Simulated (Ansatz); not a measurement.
The starting structures come from a database of crystals and need not be the phases stable at ambient conditions.

 Where the default PAW files enter, the runs use the earlier of Ansatz's two default sets.

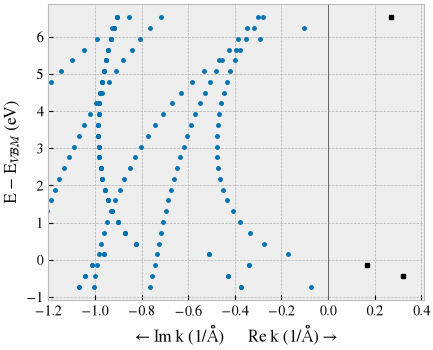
Fig. 1. Complex bands at the centre of the two-dimensional zone; r2SCAN (Ansatz, an electronic-structure program)

The gap is the functional's own. No spin-orbit coupling. Mid-gap values are interpolated on the energy grid.

This is CaClF (P4/nmm, not sure to be the ambient phase, 6 atoms a cell, 17.1 Å³ an atom) along the normal of (001). Read off the slowest decay at the centre of the two-dimensional zone at 3.04 eV, the computed energy nearest the middle of the gap.

κ ≈ 0.48 1/Å, a decay length 1/(2κ) of the density of 1.0 Å.
